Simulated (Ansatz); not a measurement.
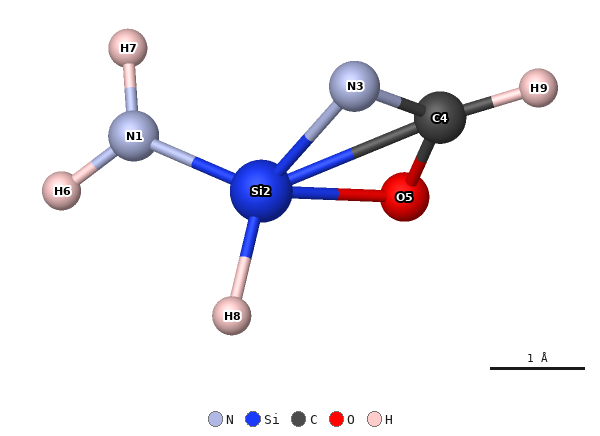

The input geometry (ball-and-stick view, seen at a tilt; atoms are numbered from 1 in the order of the input).

Nudged elastic band, with input and output: CH₄N₂OSi

The run: nudged elastic band of CH₄N₂OSi. Method and program: RKS PBE0-D4/def2-SVP (Ansatz 0.2.0).

It belongs to a series of runs on one base structure; here: band between the two ends. Figures and captions count atoms from 1; the log counts them from 0 in places.

The input
```yaml
crystal:
  periodic: [false, false, false]
  atoms:
    - { symbol: "N", position_ang: [0.457749, 0.615389, 1.526733] }
    - { symbol: Si, position_ang: [-0.123969, -0.416719, 0.322157] }
    - { symbol: "N", position_ang: [0.875743, -0.706736, -1.113024] }
    - { symbol: C, position_ang: [-0.115293, -0.182645, -1.74143] }
    - { symbol: O, position_ang: [-1.135392, 0.26069, -0.967158] }
    - { symbol: H, position_ang: [0.123977, 0.591422, 2.481524] }
    - { symbol: H, position_ang: [1.062015, 1.405343, 1.335953] }
    - { symbol: H, position_ang: [-0.826297, -1.548506, 0.969531] }
    - { symbol: H, position_ang: [-0.230034, -0.064538, -2.831386] }
basis:
  gaussian: { orbitals: def2-SVP }
hamiltonian:
  xc: pbe0
  dispersion: d4
neb:
  order_check: false
  images: 7
  f_tol: 0.05
  max_iterations: 60
  final_atoms:
    - { symbol: "N", position_ang: [-0.16989696, 0.84552683, 1.90415152] }
    - { symbol: Si, position_ang: [-0.23116283, -0.29573605, 0.79484899] }
    - { symbol: "N", position_ang: [0.92254105, -0.01924756, -0.63689314] }
    - { symbol: C, position_ang: [-0.0889211, 0.09859306, -1.45747779] }
    - { symbol: O, position_ang: [-1.20531804, -0.01505901, -0.86826949] }
    - { symbol: H, position_ang: [-0.60061792, 0.7646557, 2.81820415] }
    - { symbol: H, position_ang: [1.89852832, 0.08346101, -0.88345611] }
    - { symbol: H, position_ang: [-0.41669714, -1.77472722, 0.85595574] }
    - { symbol: H, position_ang: [-0.01995637, 0.26623324, -2.54416386] }
  initial_path:
    images:
      - { positions_ang: [[0.457749, 0.615389, 1.526733], [-0.123969, -0.416719, 0.322157], [0.875743, -0.706736, -1.113024], [-0.115293, -0.182645, -1.74143], [-1.135392, 0.26069, -0.967158], [0.123977, 0.591422, 2.481524], [1.062015, 1.405343, 1.335953], [-0.826297, -1.548506, 0.969531], [-0.230034, -0.064538, -2.831386]] }
      - { positions_ang: [[0.35382354, 0.68753559, 1.5223], [-0.20173869, -0.39959703, 0.3698626], [0.85984957, -0.62416243, -0.99024629], [-0.06154909, -0.13467742, -1.69022709], [-1.13521058, 0.23058401, -0.9464107], [0.2841527, 0.60685844, 2.37858972], [0.94703581, 1.15360996, 1.10843458], [-0.80698479, -1.56918631, 0.99599562], [-0.15087947, 0.0027352, -2.76539843]] }
      - { positions_ang: [[0.24989808, 0.75968218, 1.517867], [-0.27950838, -0.38247506, 0.4175682], [0.84395615, -0.54158886, -0.86746858], [-0.00780517, -0.08670985, -1.63902419], [-1.13502916, 0.20047802, -0.9256634], [0.44432839, 0.62229487, 2.27565544], [0.83205662, 0.90187693, 0.88091616], [-0.78767257, -1.58986662, 1.02246024], [-0.07172494, 0.07000839, -2.69941087]] }
      - { positions_ang: [[0.14597261, 0.83182876, 1.513434], [-0.35727807, -0.36535308, 0.4652738], [0.82806272, -0.45901529, -0.74469087], [0.04593874, -0.03874227, -1.58782128], [-1.13484775, 0.17037203, -0.90491609], [0.60450409, 0.63773131, 2.17272116], [0.71707743, 0.65014389, 0.65339774], [-0.76836036, -1.61054693, 1.04892486], [0.00742958, 0.13728159, -2.6334233]] }
      - { positions_ang: [[0.04204715, 0.90397535, 1.509001], [-0.43504777, -0.34823111, 0.5129794], [0.8121693, -0.37644172, -0.62191317], [0.09968265, 0.0092253, -1.53661838], [-1.13466633, 0.14026604, -0.88416879], [0.76467979, 0.65316774, 2.06978687], [0.60209824, 0.39841086, 0.42587932], [-0.74904815, -1.63122724, 1.07538948], [0.08658411, 0.20455479, -2.56743574]] }
      - { positions_ang: [[-0.01093888, 0.88936322, 1.60778863], [-0.38407653, -0.33510735, 0.5834468], [0.83976224, -0.28714318, -0.62565816], [0.05253172, 0.03156724, -1.51683323], [-1.15232926, 0.10143478, -0.88019397], [0.42335536, 0.68103973, 2.25689119], [0.92620576, 0.31967339, 0.09854546], [-0.6659604, -1.66710224, 1.02053104], [0.05994899, 0.2199744, -2.56161777]] }
      - { positions_ang: [[-0.06392491, 0.87475109, 1.70657626], [-0.3331053, -0.32198358, 0.65391419], [0.86735517, -0.19784464, -0.62940315], [0.00538078, 0.05390918, -1.49704809], [-1.16999218, 0.06260352, -0.87621914], [0.08203093, 0.70891172, 2.44399551], [1.25031328, 0.24093593, -0.22878839], [-0.58287264, -1.70297723, 0.96567261], [0.03331387, 0.23539401, -2.5557998]] }
      - { positions_ang: [[-0.11691093, 0.86013896, 1.80536389], [-0.28213407, -0.30885982, 0.72438159], [0.89494811, -0.1085461, -0.63314814], [-0.04177016, 0.07625112, -1.47726294], [-1.18765511, 0.02377226, -0.87224432], [-0.25929349, 0.73678371, 2.63109983], [1.5744208, 0.16219847, -0.55612225], [-0.49978489, -1.73885222, 0.91081418], [0.00667875, 0.25081362, -2.54998183]] }
      - { positions_ang: [[-0.16989696, 0.84552683, 1.90415152], [-0.23116283, -0.29573605, 0.79484899], [0.92254105, -0.01924756, -0.63689314], [-0.0889211, 0.09859306, -1.45747779], [-1.20531804, -0.01505901, -0.86826949], [-0.60061792, 0.7646557, 2.81820415], [1.89852832, 0.08346101, -0.88345611], [-0.41669714, -1.77472722, 0.85595574], [-0.01995637, 0.26623324, -2.54416386]] }
```

Machine: 2 threads of Intel Xeon (Sapphire Rapids), 16 GiB of memory available, shared host.

Launched with:
```bash
ansatz run input.yaml --threads 2 --pin off --max-ram 3072MiB --backend cpu --events-out ev --progress --plain --runs-dir out
```

What the program printed
```
Engine: ansatz 0.2.0, x86_64-unknown-linux-gnu
Functional definition: PBE0
  parameter a = 0.25
  parameter kappa = 0.804
  parameter beta = 0.06672455060314922
  exchange = (1 - a)*pbe_x(kappa = kappa, mu = beta*pi^2/3) + a*exact_x
  correlation = pbe_c(beta = beta)
1013 factors; integrals over basis functions are off by at most 3.8e-4 eV
mean field evaluation 1: about -13981.7834 eV, gradient 6.7e1 eV
mean field evaluation 2: about -13974.4492 eV, gradient 8.6e1 eV
mean field evaluation 4: about -13990.3710 eV, gradient 5.9e0 eV
mean field evaluation 8: about -13990.4637 eV, gradient 3.5e-1 eV
mean field evaluation 16: about -13990.4639 eV, gradient 2.1e-5 eV
mean field -13990.46393261 eV, -514.1400664464 hartree, gradient 2.1e-5 eV, S^2 0.000000; 0 other end points of the search recorded, 0 dependent functions left out
the calculation of the forces begins
reference -13990.46395652 eV, -514.1400673249 hartree; 23, 23 occupied and 71, 71 virtual orbitals, 1013 factors
1009 factors; integrals over basis functions are off by at most 1.0e-3 eV
mean field evaluation 32: about -13989.4372 eV, gradient 2.6e-4 eV
mean field -13989.43717317 eV, -514.1023337329 hartree, gradient 4.0e-5 eV, S^2 0.000000; 0 other end points of the search recorded, 0 dependent functions left out
[... from here on the field's lines of each further geometry are left out, up to the last ...]
NEB iter   1: max|band force component| = 2.954e1 eV/Å  barrier→ = 9.9674 eV  barrier← = 8.9437 eV  Δτ_max = 0.1979 Å  (251 SCF iters)
NEB iter   2: max|band force component| = 4.103e0 eV/Å  barrier→ = 3.7279 eV  barrier← = 2.7042 eV  Δτ_max = 0.1975 Å  (231 SCF iters)
NEB iter   3: max|band force component| = 2.021e0 eV/Å  barrier→ = 2.8570 eV  barrier← = 1.8332 eV  Δτ_max = 0.1858 Å  (217 SCF iters)
NEB iter   4: max|band force component| = 2.398e0 eV/Å  barrier→ = 2.7416 eV  barrier← = 1.7178 eV  Δτ_max = 0.1009 Å  (218 SCF iters)
NEB iter   5: max|band force component| = 1.462e0 eV/Å  barrier→ = 2.7497 eV  barrier← = 1.7259 eV  Δτ_max = 0.1001 Å  (213 SCF iters)
NEB iter   6: max|band force component| = 1.233e0 eV/Å  barrier→ = 2.7103 eV  barrier← = 1.6866 eV  Δτ_max = 0.0999 Å  (216 SCF iters)
NEB iter   7: max|band force component| = 6.988e-1 eV/Å  barrier→ = 2.5890 eV  barrier← = 1.5652 eV  Δτ_max = 0.0969 Å  (215 SCF iters)
NEB iter   8: max|band force component| = 5.469e-1 eV/Å  barrier→ = 2.5148 eV  barrier← = 1.4911 eV  Δτ_max = 0.0991 Å  (217 SCF iters)
NEB iter   9: max|band force component| = 4.783e-1 eV/Å  barrier→ = 2.4861 eV  barrier← = 1.4624 eV  CI = image 4  Δτ_max = 0.0535 Å  (217 SCF iters)
NEB iter  10: max|band force component| = 2.598e-1 eV/Å  barrier→ = 2.4949 eV  barrier← = 1.4711 eV  CI = image 4  Δτ_max = 0.0302 Å  (220 SCF iters)
NEB iter  11: max|band force component| = 1.426e-1 eV/Å  barrier→ = 2.4903 eV  barrier← = 1.4666 eV  CI = image 4  Δτ_max = 0.0259 Å  (220 SCF iters)
NEB iter  12: max|band force component| = 1.277e-1 eV/Å  barrier→ = 2.4890 eV  barrier← = 1.4653 eV  CI = image 4  Δτ_max = 0.0208 Å  (222 SCF iters)
NEB iter  13: max|band force component| = 2.412e-1 eV/Å  barrier→ = 2.4895 eV  barrier← = 1.4658 eV  CI = image 4  Δτ_max = 0.0104 Å  (221 SCF iters)
the calculation of the forces begins
reference -13989.34570748 eV, -514.0989724309 hartree; 23, 23 occupied and 71, 71 virtual orbitals, 1010 factors
1014 factors; integrals over basis functions are off by at most 9.4e-4 eV
mean field -13987.96902697 eV, -514.0483803551 hartree, gradient 1.5e-5 eV, S^2 0.000000; 1 other end points of the search recorded, 0 dependent functions left out
the calculation of the forces begins
reference -13987.96905126 eV, -514.0483812479 hartree; 23, 23 occupied and 71, 71 virtual orbitals, 1014 factors
NEB iter  14: max|band force component| = 4.305e-2 eV/Å  barrier→ = 2.4885 eV  barrier← = 1.4648 eV  CI = image 4  Δτ_max = 0.0000 Å  (395 SCF iters)
```

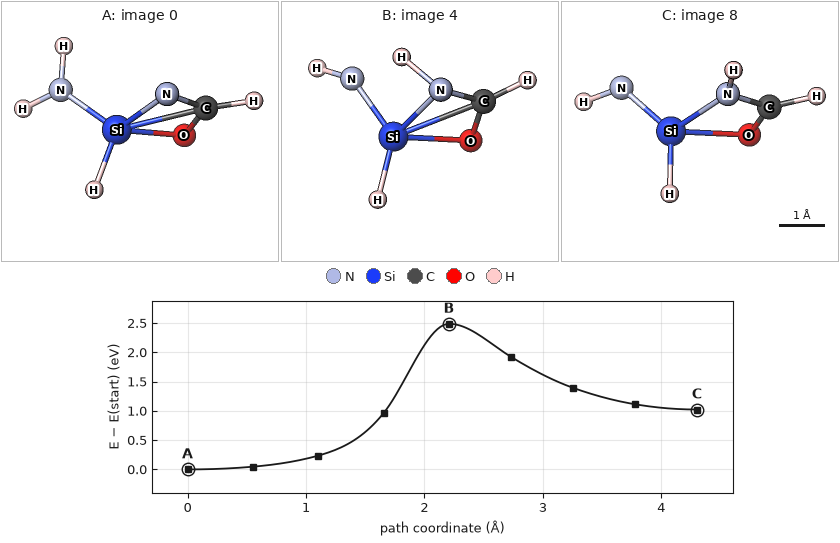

Images of the last band (counted from 0; ball-and-stick, seen on its broad side) above the energy along the path; the line is a cubic interpolation that uses the forces. The highest image is number 4, 2.489 eV above the start and 1.465 eV above the end (the climbing image); the end lies 1.024 eV above the start. The path is 4.30 Å long. The band converged in 14 iterations.

```
Total energy: -13988.13303473 eV, -514.0544075291 hartree
Atom 0 at     0.421750     0.613587     1.463955 Å, force     0.007013     0.003373    -0.002313 eV/Å
Atom 1 at    -0.355919    -0.541105     0.616780 Å, force     0.001373    -0.003270     0.009413 eV/Å
Atom 2 at     0.896844    -0.337710    -0.688891 Å, force     0.010498     0.001902     0.006625 eV/Å
Atom 3 at    -0.086487     0.036364    -1.479065 Å, force    -0.006761     0.009664    -0.017978 eV/Å
Atom 4 at    -1.271472    -0.080147    -0.975071 Å, force    -0.002581    -0.000883     0.002023 eV/Å
Atom 5 at     0.266266     1.142170     2.311602 Å, force    -0.001044    -0.001205    -0.002016 eV/Å
Atom 6 at     1.205786     0.461738     0.182261 Å, force    -0.009582    -0.005923     0.003758 eV/Å
Atom 7 at    -1.008020    -1.801481     1.043174 Å, force    -0.000517     0.000988    -0.003021 eV/Å
Atom 8 at     0.019752     0.460284    -2.491844 Å, force     0.001602    -0.004648     0.003510 eV/Å
Dipole moment:    -0.187119     0.003702    -0.058931 e Å
this run last wrote the band of iteration 14 to [file]
```

The last band as extended XYZ (Å, eV, eV/Å)
```
9
Properties=species:S:1:pos:R:3:forces:R:3 image=0 energy=-13990.62156
N     0.4577    0.6154    1.5267   -0.0001   0.0054   0.0048
Si   -0.1240   -0.4167    0.3222   -0.0034  -0.0076   0.0003
N     0.8757   -0.7067   -1.1130    0.0002  -0.0007  -0.0038
C    -0.1153   -0.1826   -1.7414    0.0017  -0.0005   0.0061
O    -1.1354    0.2607   -0.9672   -0.0011   0.0004  -0.0001
H     0.1240    0.5914    2.4815    0.0011   0.0008   0.0021
H     1.0620    1.4053    1.3360   -0.0011  -0.0024  -0.0041
H    -0.8263   -1.5485    0.9695    0.0017   0.0030  -0.0026
H    -0.2300   -0.0645   -2.8314    0.0010   0.0016  -0.0027
9
Properties=species:S:1:pos:R:3:forces:R:3 image=1 energy=-13990.57502
N     0.4686    0.5673    1.4841    0.0077  -0.0009   0.0184
Si   -0.1719   -0.5215    0.3607    0.0217   0.0212  -0.0206
N     0.8783   -0.6743   -1.0571   -0.0151  -0.0180  -0.0339
C    -0.1082   -0.1278   -1.6749    0.0056  -0.0346  -0.0346
O    -1.2045    0.1349   -0.9253    0.0153   0.0531   0.0078
H     0.0548    0.8473    2.3629   -0.0207  -0.0669   0.0451
H     1.1662    1.2205    1.1469    0.0087   0.0717   0.0695
H    -0.8486   -1.6634    1.0207    0.0102   0.0407  -0.0096
H    -0.1462    0.1708   -2.7351   -0.0334  -0.0664  -0.0422
9
Properties=species:S:1:pos:R:3:forces:R:3 image=2 energy=-13990.38532
N     0.4414    0.5503    1.4261    0.0318  -0.0447   0.0403
Si   -0.2621   -0.5935    0.4040    0.0791   0.0066  -0.0892
N     0.8795   -0.6217   -0.9571   -0.0390  -0.1945  -0.1728
C    -0.0885   -0.0702   -1.5944   -0.0330  -0.0722  -0.0818
O    -1.2622    0.0272   -0.9202    0.0195   0.1327   0.0391
H     0.1487    1.0459    2.2552   -0.0954  -0.1016   0.0305
H     1.1993    0.9874    0.9106    0.0840   0.2863   0.3236
H    -0.9186   -1.7518    1.0573    0.0277   0.0820   0.0115
H    -0.0491    0.3800   -2.5987   -0.0747  -0.0947  -0.1012
9
Properties=species:S:1:pos:R:3:forces:R:3 image=3 energy=-13989.65704
N     0.4312    0.5774    1.3915    0.1861  -0.2035  -0.4058
Si   -0.3478   -0.5911    0.4813    0.0400  -0.2165  -0.6650
N     0.8971   -0.4668   -0.8081   -0.0727  -0.7405  -0.6526
C    -0.0662   -0.0061   -1.5165    0.0226  -0.2346  -0.2069
O    -1.2872   -0.0597   -0.9443   -0.1527   0.2084   0.2392
H     0.2812    1.1370    2.2258    0.3178  -0.0181  -0.4631
H     1.1467    0.6971    0.6075   -0.2465   1.0986   2.1013
H    -0.9839   -1.8004    1.0528    0.0230   0.1070   0.1330
H     0.0174    0.4664   -2.5072   -0.1176  -0.0009  -0.0800
9
Properties=species:S:1:pos:R:3:forces:R:3 image=4 energy=-13988.13301
N     0.4218    0.6136    1.4640    0.0070   0.0034  -0.0023
Si   -0.3559   -0.5411    0.6168    0.0014  -0.0033   0.0094
N     0.8968   -0.3377   -0.6889    0.0105   0.0019   0.0066
C    -0.0865    0.0364   -1.4791   -0.0068   0.0097  -0.0180
O    -1.2715   -0.0801   -0.9751   -0.0026  -0.0009   0.0020
H     0.2663    1.1422    2.3116   -0.0010  -0.0012  -0.0020
H     1.2058    0.4617    0.1823   -0.0096  -0.0059   0.0038
H    -1.0080   -1.8015    1.0432   -0.0005   0.0010  -0.0030
H     0.0198    0.4603   -2.4918    0.0016  -0.0046   0.0035
9
Properties=species:S:1:pos:R:3:forces:R:3 image=5 energy=-13988.69705
N     0.2963    0.6748    1.5900   -0.1975   0.1562   0.2925
Si   -0.3120   -0.5165    0.7140    0.0573   0.1141   0.2594
N     0.8675   -0.3144   -0.6487   -0.0806  -0.0554   0.1055
C    -0.1116    0.0571   -1.4748   -0.1207   0.0435  -0.0065
O    -1.2708   -0.1347   -1.0234   -0.0187  -0.0386  -0.1212
H     0.0846    1.1133    2.4679   -0.2905  -0.0654   0.3494
H     1.4161    0.4253   -0.1651    0.5492  -0.2045  -0.8610
H    -0.9147   -1.8451    1.0013    0.0541   0.0227  -0.0464
H     0.0330    0.4938   -2.4783    0.0474   0.0274   0.0282
9
Properties=species:S:1:pos:R:3:forces:R:3 image=6 energy=-13989.22631
N     0.1552    0.7397    1.7060   -0.1232   0.1086   0.1591
Si   -0.2836   -0.4660    0.7631    0.0124   0.0993   0.0814
N     0.8541   -0.2605   -0.6322   -0.0431   0.0221  -0.0046
C    -0.1181    0.0623   -1.4733   -0.0138   0.0119  -0.0001
O    -1.2687   -0.1565   -1.0232   -0.0327   0.0256   0.0333
H    -0.1484    1.0428    2.6166   -0.2415  -0.0997   0.2083
H     1.6496    0.3498   -0.4688    0.3606  -0.1895  -0.4628
H    -0.7952   -1.8498    0.9720    0.0850   0.0510  -0.0126
H     0.0436    0.4919   -2.4774   -0.0037  -0.0293  -0.0021
9
Properties=species:S:1:pos:R:3:forces:R:3 image=7 energy=-13989.50757
N     0.0012    0.8047    1.8017   -0.0721   0.0376   0.0646
Si   -0.2583   -0.3918    0.7826    0.0092   0.0633   0.0144
N     0.8828   -0.1591   -0.6328    0.0042   0.0485  -0.0072
C    -0.1073    0.0778   -1.4628    0.0049   0.0030   0.0041
O    -1.2409   -0.1131   -0.9421    0.0048   0.0660   0.0625
H    -0.3949    0.9282    2.7231   -0.1213  -0.0711   0.0704
H     1.8175    0.2180   -0.7180    0.1237  -0.1314  -0.1758
H    -0.6228   -1.8302    0.9358    0.0716   0.0364  -0.0143
H     0.0111    0.4191   -2.5046   -0.0250  -0.0524  -0.0185
9
Properties=species:S:1:pos:R:3:forces:R:3 image=8 energy=-13989.59782
N    -0.1699    0.8455    1.9042    0.0006   0.0025   0.0036
Si   -0.2312   -0.2957    0.7948    0.0108   0.0009  -0.0057
N     0.9225   -0.0192   -0.6369   -0.0073  -0.0005   0.0043
C    -0.0889    0.0986   -1.4575   -0.0048   0.0001   0.0036
O    -1.2053   -0.0151   -0.8683   -0.0014   0.0004  -0.0024
H    -0.6006    0.7647    2.8182    0.0002  -0.0021  -0.0064
H     1.8985    0.0835   -0.8835   -0.0008  -0.0002   0.0019
H    -0.4167   -1.7747    0.8560   -0.0010  -0.0012   0.0011
H    -0.0200    0.2662   -2.5442    0.0035   0.0001   0.0001
```

Results in brief

```csv
quantity,value
outcome,converged
"barrier, forward",2.489 eV
"barrier, backward",1.465 eV
wall time,2.7 min (CPU time 5.1 min)
peak memory,0.21 GiB
```

The order of the saddle point was not checked.
